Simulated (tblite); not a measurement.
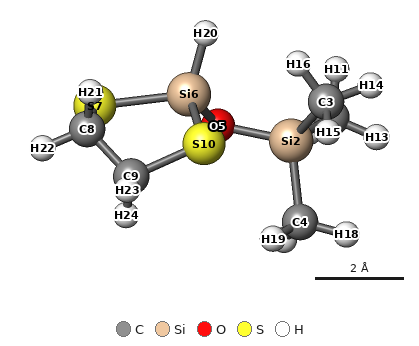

*The input geometry (ball-and-stick view, seen at a tilt; atoms are numbered from 1 in the order of the input).*

Run report: C$_{5}$H$_{14}$OS$_{2}$Si$_{2}$, geometry relaxation (part 1 of 4)

System: C$_{5}$H$_{14}$OS$_{2}$Si$_{2}$, SMILES C[Si](C)(C)O[SiH]1SCCS1.
Method: GFN2-xTB geometry optimisation, gas phase (tblite 0.8.0).

It belongs to a series of runs on one base structure; here: H on Si replaced by OSiMe3.

Input
```
{"job": {"kind": "relax", "xc": "GFN2-xTB", "basis": "xTB"}, "charge": 0, "multiplicity": 1}
C     -3.143000    -1.092500     0.886500
Si    -1.625800    -0.346100     0.078600
C     -1.582100     1.429700     0.601800
C     -1.876300    -0.557100    -1.768500
O     -0.198500    -1.184800     0.521300
Si     1.096000    -0.189400     0.949300
S      2.968000    -1.271900     0.796700
C      3.927600     0.000800    -0.095600
C      3.085600     0.455100    -1.251200
S      1.593200     1.270200    -0.559100
H     -3.132900    -0.746300     1.945900
H     -3.157300    -2.186600     0.789100
H     -4.031900    -0.616300     0.382900
H     -2.576300     1.780600     0.975400
H     -1.245000     2.028200    -0.259900
H     -0.842100     1.519300     1.429000
H     -2.050200    -1.645300    -1.937400
H     -2.775400    -0.021900    -2.116800
H     -0.967800    -0.258300    -2.284700
H      0.959900     0.475900     2.248600
H      4.261400     0.809400     0.572700
H      4.822600    -0.534300    -0.488600
H      3.669000     1.256800    -1.777900
H      2.809600    -0.355500    -1.963800
```

The first line tells a small driver script what to run in tblite; the rest is the geometry in Å.

Machine: 1 CPU thread, shared host.

Run as:
```bash
OMP_NUM_THREADS=1 python <driver script> task.json out
```

What the program printed
```
step      E/eV     max force
  0    -869.96387    2.394
  1    -870.23686    1.474
  2    -870.38881    1.044
  3    -870.47081    0.854
  4    -870.55025    0.466
  5    -870.57673    0.460
  6    -870.60922    0.468
  7    -870.62576    0.271
  8    -870.63766    0.264
  9    -870.64633    0.217
 10    -870.65563    0.238
 11    -870.66543    0.227
 12    -870.67584    0.230
 13    -870.68592    0.234
 14    -870.69650    0.242
 15    -870.70912    0.284
 16    -870.72355    0.332
 17    -870.73768    0.257
 18    -870.75082    0.217
 19    -870.76346    0.224
 20    -870.77659    0.309
 21    -870.78829    0.290
 22    -870.79509    0.164
 23    -870.79895    0.157
 24    -870.80326    0.167
 25    -870.80992    0.262
 26    -870.81891    0.304
 27    -870.82768    0.214
 28    -870.83438    0.195
 29    -870.84001    0.200
 30    -870.84544    0.249
 31    -870.85092    0.268
 32    -870.85567    0.179
 33    -870.85901    0.123
 34    -870.86129    0.100
 35    -870.86315    0.131
 36    -870.86480    0.120
 37    -870.86653    0.117
 38    -870.86861    0.106
 39    -870.87108    0.122
 40    -870.87315    0.126
 41    -870.87546    0.110
 42    -870.87780    0.096
 43    -870.88019    0.092
 44    -870.88217    0.110
 45    -870.88373    0.078
 46    -870.88516    0.093
 47    -870.88686    0.096
 48    -870.88885    0.098
 49    -870.89058    0.082
 50    -870.89177    0.065
 51    -870.89260    0.069
 52    -870.89334    0.083
 53    -870.89408    0.084
 54    -870.89484    0.069
 55    -870.89579    0.062
 56    -870.89672    0.086
 57    -870.89790    0.079
 58    -870.89929    0.081
 59    -870.90051    0.085
 60    -870.90158    0.073
 61    -870.90264    0.071
 62    -870.90393    0.062
 63    -870.90543    0.070
 64    -870.90675    0.076
 65    -870.90744    0.061
 66    -870.90776    0.081
 67    -870.90839    0.049
 68    -870.90894    0.036
 69    -870.90959    0.042
 70    -870.91026    0.049
 71    -870.91085    0.041
 72    -870.91134    0.038
 73    -870.91175    0.039
 74    -870.91211    0.039
 75    -870.91240    0.039
 76    -870.91268    0.034
 77    -870.91301    0.033
 78    -870.91339    0.039
 79    -870.91380    0.039
 80    -870.91417    0.039
 81    -870.91447    0.034
 82    -870.91473    0.033
 83    -870.91494    0.032
 84    -870.91514    0.026
 85    -870.91530    0.036
 86    -870.91545    0.033
 87    -870.91560    0.034
 88    -870.91578    0.020
 89    -870.91587    0.021
 90    -870.91598    0.020
 91    -870.91606    0.017
 92    -870.91612    0.016
 93    -870.91618    0.016
 94    -870.91625    0.017
 95    -870.91634    0.019
 96    -870.91642    0.020
 97    -870.91649    0.016
 98    -870.91654    0.015
 99    -870.91660    0.024
100    -870.91669    0.030
101    -870.91682    0.029
102    -870.91697    0.023
103    -870.91711    0.031
104    -870.91725    0.028
105    -870.91742    0.038
106    -870.91761    0.044
107    -870.91781    0.034
108    -870.91792    0.022
109    -870.91798    0.020
110    -870.91807    0.024
111    -870.91817    0.029
112    -870.91826    0.021
113    -870.91832    0.017
114    -870.91837    0.016
115    -870.91843    0.017
116    -870.91849    0.021
117    -870.91856    0.023
118    -870.91863    0.020
119    -870.91870    0.019
120    -870.91876    0.024
121    -870.91881    0.017
122    -870.91887    0.014
123    -870.91891    0.012
124    -870.91893    0.014
125    -870.91895    0.010
126    -870.91897    0.010
127    -870.91899    0.012
128    -870.91901    0.011
129    -870.91902    0.010
```

Trajectory as extended XYZ (Å, eV, eV/Å), 34 of the 130 frames kept, from step=0 to step=129
```
24
Properties=species:S:1:pos:R:3:forces:R:3 step=0 energy=-869.96387
C    -3.1430   -1.0925    0.8865   -0.5520   0.4510   0.4350
Si   -1.6258   -0.3461    0.0786    0.1480  -1.3370  -0.0970
C    -1.5821    1.4297    0.6018    0.1010   1.0200   0.6850
C    -1.8763   -0.5571   -1.7685   -0.2180  -0.8080  -0.2460
O    -0.1985   -1.1848    0.5213    0.7380   2.2340   0.4440
Si    1.0960   -0.1894    0.9493   -0.1110  -1.3180  -0.7600
S     2.9680   -1.2719    0.7967   -0.2290  -0.1540   0.5430
C     3.9276    0.0008   -0.0956    0.5200  -0.9310  -0.2330
C     3.0856    0.4551   -1.2512    0.4190   0.9990  -0.4690
S     1.5932    1.2702   -0.5591   -0.2520   0.0330  -0.2520
H    -3.1329   -0.7463    1.9459   -0.3630  -0.7460  -0.7020
H    -3.1573   -2.1866    0.7891   -0.3260   0.6350   0.3110
H    -4.0319   -0.6163    0.3829    0.8470  -0.8300   0.6550
H    -2.5763    1.7806    0.9754    0.9980  -0.1140  -0.4670
H    -1.2450    2.0282   -0.2599   -0.2280   0.0940   0.7100
H    -0.8421    1.5193    1.4290   -0.7260   0.4020  -0.6560
H    -2.0502   -1.6453   -1.9374    0.1790   0.8180  -0.1960
H    -2.7754   -0.0219   -2.1168    0.7290  -0.2030   0.0220
H    -0.9678   -0.2583   -2.2847   -0.3580   0.0270  -0.3530
H     0.9599    0.4759    2.2486    0.0380  -0.2670  -0.2740
H     4.2614    0.8094    0.5727   -0.3510  -0.2780  -0.2340
H     4.8226   -0.5343   -0.4886   -0.4470   0.3060   0.3620
H     3.6690    1.2568   -1.7779   -0.7100  -0.5890   0.1250
H     2.8096   -0.3555   -1.9638    0.1530   0.5560   0.6460
24
Properties=species:S:1:pos:R:3:forces:R:3 step=4 energy=-870.55025
C    -3.1390   -1.0888    0.9083   -0.0560  -0.1420   0.1540
Si   -1.6294   -0.3766    0.0787    0.0090   0.3370  -0.0660
C    -1.5748    1.4302    0.6046   -0.0120   0.2390   0.0070
C    -1.8624   -0.5884   -1.7715    0.0790  -0.0660  -0.1370
O    -0.1825   -1.0361    0.5458    0.1610  -0.0490   0.0730
Si    1.1558   -0.2199    0.9089   -0.0220   0.2930  -0.1070
S     2.9712   -1.3007    0.8420    0.3480  -0.2280  -0.0280
C     3.9205   -0.0425   -0.1021    0.0170  -0.0510   0.1090
C     3.0937    0.4928   -1.2362   -0.0690  -0.0130  -0.0130
S     1.5712    1.2662   -0.5834   -0.0280   0.0940  -0.0930
H    -3.1751   -0.8051    1.9430   -0.1080  -0.0700   0.4180
H    -3.1975   -2.1550    0.8243   -0.0760  -0.4510   0.0910
H    -4.0031   -0.6698    0.4195   -0.2200   0.0510  -0.0640
H    -2.5309    1.7921    0.9478   -0.2500   0.0950  -0.0050
H    -1.2568    2.0607   -0.2111    0.0870   0.2100  -0.1310
H    -0.8729    1.5711    1.4124    0.0770   0.0990   0.1320
H    -2.0426   -1.6326   -1.9818    0.0330  -0.1920  -0.2430
H    -2.7221   -0.0320   -2.1194   -0.0610   0.0710  -0.0260
H    -0.9985   -0.2573   -2.3269    0.1410   0.0070  -0.1970
H     0.9709    0.4332    2.1977    0.1620  -0.0780  -0.0150
H     4.2235    0.7706    0.5539   -0.0690  -0.0390   0.2430
H     4.8176   -0.5365   -0.4697   -0.0050  -0.1270  -0.0090
H     3.6342    1.2518   -1.7960    0.0150   0.1280   0.0280
H     2.8172   -0.3077   -1.9145   -0.1530  -0.1180  -0.1230
24
Properties=species:S:1:pos:R:3:forces:R:3 step=8 energy=-870.63766
C    -3.1478   -1.1128    0.9374    0.0360  -0.0240   0.0010
Si   -1.6362   -0.3517    0.0765   -0.0930  -0.0800   0.0450
C    -1.5772    1.4703    0.6049   -0.0650   0.0060  -0.0470
C    -1.8471   -0.6035   -1.7949    0.0100   0.0440   0.0390
O    -0.1700   -0.9972    0.5565   -0.1010   0.0190  -0.0760
Si    1.1877   -0.2004    0.8849   -0.0440  -0.1100   0.0630
S     3.0026   -1.3314    0.8471   -0.2060   0.0930  -0.1370
C     3.9193   -0.0560   -0.0944   -0.0020   0.0490  -0.0500
C     3.0907    0.4934   -1.2346    0.0320  -0.0570  -0.0200
S     1.5654    1.2823   -0.6082    0.1010   0.0020   0.0060
H    -3.2043   -0.8405    1.9889   -0.0020  -0.1030  -0.0970
H    -3.2178   -2.1934    0.8519    0.0680   0.0870   0.0480
H    -4.0157   -0.6877    0.4337    0.0410  -0.1110   0.1590
H    -2.5510    1.8135    0.9362   -0.0070   0.1160  -0.0430
H    -1.2486    2.1046   -0.2117   -0.0110   0.0790   0.0360
H    -0.8766    1.6046    1.4242   -0.1080   0.0660  -0.0340
H    -2.0320   -1.6497   -2.0319    0.0670   0.0950  -0.0390
H    -2.7097   -0.0305   -2.1247    0.0230  -0.0640  -0.0550
H    -0.9901   -0.2603   -2.3671    0.0080  -0.0590   0.0210
H     1.0053    0.4126    2.1874    0.2000   0.0470   0.0780
H     4.2023    0.7480    0.5861    0.0110  -0.0740   0.0650
H     4.8155   -0.5532   -0.4660   -0.0020   0.0500  -0.0100
H     3.6259    1.2643   -1.7919    0.0500  -0.0750   0.0810
H     2.7976   -0.3058   -1.9157   -0.0080   0.0030  -0.0330
24
Properties=species:S:1:pos:R:3:forces:R:3 step=12 energy=-870.67584
C    -3.1435   -1.1325    0.9542    0.0040   0.0050   0.0150
Si   -1.6585   -0.3429    0.0793    0.0220   0.1660  -0.0960
C    -1.5970    1.4961    0.5936   -0.0440  -0.0280  -0.0190
C    -1.8373   -0.6011   -1.8000   -0.0210  -0.0030  -0.0210
O    -0.1852   -0.9786    0.5458   -0.0120   0.0520   0.0600
Si    1.1796   -0.2012    0.8853   -0.0660   0.1700  -0.0210
S     2.9752   -1.3371    0.8103    0.0010  -0.2250  -0.0480
C     3.9172   -0.0584   -0.0966   -0.0530  -0.1460   0.0590
C     3.0946    0.4831   -1.2391    0.0020   0.0880   0.0540
S     1.5841    1.2887   -0.6106   -0.0810  -0.0220   0.1270
H    -3.2144   -0.8804    2.0035    0.1200   0.0380   0.1360
H    -3.2057   -2.2086    0.8745    0.1140  -0.1140  -0.0670
H    -4.0240   -0.7211    0.4754   -0.1180  -0.0270  -0.0290
H    -2.5682    1.8565    0.9173   -0.0270   0.0450  -0.0720
H    -1.2481    2.1443   -0.2063   -0.0510  -0.0720  -0.0160
H    -0.9078    1.6361    1.4223   -0.0730  -0.0260  -0.0020
H    -2.0092   -1.6401   -2.0646    0.0010  -0.0730   0.1040
H    -2.7017   -0.0426   -2.1444   -0.0020   0.0370  -0.0700
H    -0.9783   -0.2725   -2.3775    0.0390   0.1020   0.1210
H     1.0784    0.4146    2.2021    0.0560  -0.0100  -0.0530
H     4.1940    0.7198    0.6183   -0.0370  -0.0110  -0.1160
H     4.8155   -0.5499   -0.4670    0.0350  -0.0010   0.0150
H     3.6412    1.2550   -1.7738    0.0880   0.0170  -0.1160
H     2.7876   -0.3075   -1.9275    0.1020   0.0390   0.0510
24
Properties=species:S:1:pos:R:3:forces:R:3 step=16 energy=-870.72355
C    -3.1369   -1.1569    0.9799   -0.0350  -0.0130   0.0020
Si   -1.6947   -0.3040    0.0653   -0.1200  -0.1460   0.1240
C    -1.6396    1.5291    0.5744   -0.0320   0.1460   0.0390
C    -1.8323   -0.5961   -1.8117   -0.0180   0.0170  -0.0080
O    -0.2162   -0.9282    0.5501   -0.0210   0.1510   0.1120
Si    1.1633   -0.1788    0.8844    0.2240  -0.2450  -0.0070
S     2.9205   -1.4017    0.7412   -0.0250   0.0440  -0.0750
C     3.9007   -0.0985   -0.0906    0.0390   0.0670  -0.0700
C     3.1055    0.4918   -1.2305    0.0430  -0.0320  -0.0430
S     1.5948    1.3012   -0.5882    0.1210   0.1770  -0.2150
H    -3.1852   -0.9259    2.0437    0.1360   0.0080  -0.1510
H    -3.1481   -2.2417    0.8840    0.1050   0.1520  -0.0410
H    -4.0587   -0.7836    0.5333    0.0880  -0.0880   0.0690
H    -2.6032    1.9269    0.8678   -0.1600  -0.0550  -0.0380
H    -1.2615    2.1754   -0.2092    0.0450  -0.0450  -0.1620
H    -0.9742    1.6683    1.4205    0.0110  -0.0700   0.0720
H    -1.9768   -1.6430   -2.0700    0.0060   0.0130   0.1250
H    -2.6891   -0.0505   -2.1955    0.0140   0.0070  -0.0620
H    -0.9519   -0.2570   -2.3506    0.0050   0.0730   0.0640
H     1.1924    0.4180    2.2102   -0.1180   0.0070  -0.0010
H     4.1694    0.6745    0.6297   -0.0800  -0.0490   0.1130
H     4.8221   -0.5483   -0.4624   -0.0890  -0.1540   0.0380
H     3.6832    1.2420   -1.7756   -0.0840   0.0070   0.1240
H     2.8049   -0.2932   -1.9258   -0.0560   0.0300  -0.0110
24
Properties=species:S:1:pos:R:3:forces:R:3 step=20 energy=-870.77659
C    -3.1267   -1.1821    1.0022    0.1130   0.0200  -0.0620
Si   -1.7479   -0.2701    0.0700    0.1620   0.2040  -0.0500
C    -1.6948    1.5801    0.5565   -0.0410  -0.1370  -0.0640
C    -1.8306   -0.5827   -1.8146    0.0190   0.0720   0.1390
O    -0.2513   -0.8359    0.5872    0.0270   0.0320   0.0480
Si    1.1854   -0.1815    0.8738   -0.1350   0.2640  -0.0880
S     2.8696   -1.4693    0.6472    0.0900   0.0470  -0.0530
C     3.8861   -0.1337   -0.0932   -0.0190  -0.0320   0.0410
C     3.1222    0.4972   -1.2282   -0.0120  -0.0340  -0.0470
S     1.6296    1.3390   -0.5976   -0.0020  -0.1570   0.1140
H    -3.1176   -0.9672    2.0638    0.0190   0.0180   0.0580
H    -3.0591   -2.2552    0.8809    0.0240  -0.1050   0.0000
H    -4.0863   -0.8680    0.6062   -0.0150   0.0040   0.0200
H    -2.6720    1.9879    0.8025    0.0650  -0.0290  -0.0450
H    -1.2702    2.1878   -0.2418   -0.0310  -0.0650   0.1130
H    -1.0503    1.6879    1.4290   -0.1230   0.0810  -0.0960
H    -1.9405   -1.6423   -2.0415    0.0420   0.1010   0.0170
H    -2.6705   -0.0583   -2.2649    0.0350  -0.0570   0.0590
H    -0.9260   -0.2220   -2.3002   -0.0410  -0.0550   0.0190
H     1.2794    0.4173    2.2057   -0.1170  -0.0690  -0.1320
H     4.1228    0.6119    0.6660   -0.0080  -0.0960   0.0990
H     4.8103   -0.5876   -0.4478   -0.0220  -0.0810   0.0100
H     3.7163    1.2387   -1.7560    0.0570   0.1010   0.0320
H     2.8105   -0.2722   -1.9306   -0.0860  -0.0270  -0.1320
24
Properties=species:S:1:pos:R:3:forces:R:3 step=23 energy=-870.79895
C    -3.1080   -1.1954    1.0094    0.0170  -0.0470   0.0520
Si   -1.7642   -0.2390    0.0711    0.0150  -0.0750   0.0110
C    -1.7310    1.5976    0.5401   -0.0070   0.0640   0.0170
C    -1.8263   -0.5673   -1.8018    0.0460  -0.0080  -0.0530
O    -0.2701   -0.7775    0.6123    0.0060  -0.0760  -0.0120
Si    1.1870   -0.1633    0.8582   -0.0290   0.0130  -0.0370
S     2.8419   -1.4967    0.5886   -0.1410   0.0020   0.0680
C     3.8766   -0.1562   -0.0937   -0.0110  -0.0790  -0.0210
C     3.1327    0.4956   -1.2330    0.0370   0.0130  -0.0070
S     1.6512    1.3460   -0.5948   -0.0560   0.0460  -0.0300
H    -3.0776   -0.9914    2.0747    0.0250   0.0070   0.0190
H    -3.0057   -2.2675    0.8806    0.0250  -0.0300  -0.0080
H    -4.0967   -0.9183    0.6536    0.0930   0.0240  -0.0240
H    -2.7046    2.0197    0.7592   -0.0510  -0.0120  -0.0440
H    -1.2780    2.1906   -0.2479    0.0060   0.0430  -0.0070
H    -1.1090    1.7109    1.4236   -0.0420   0.0920   0.0270
H    -1.9139   -1.6278   -2.0233    0.0290  -0.0140   0.0430
H    -2.6553   -0.0699   -2.2959   -0.0380   0.0330   0.1190
H    -0.9157   -0.2093   -2.2711    0.0640   0.0120  -0.0380
H     1.3154    0.4099    2.1902   -0.0950  -0.0050   0.0050
H     4.0955    0.5626    0.6984    0.0260  -0.0750  -0.0370
H     4.8003   -0.6186   -0.4379    0.0210  -0.0070   0.0020
H     3.7394    1.2455   -1.7379    0.0200   0.0090   0.0050
H     2.8043   -0.2605   -1.9482    0.0410   0.0700  -0.0500
```
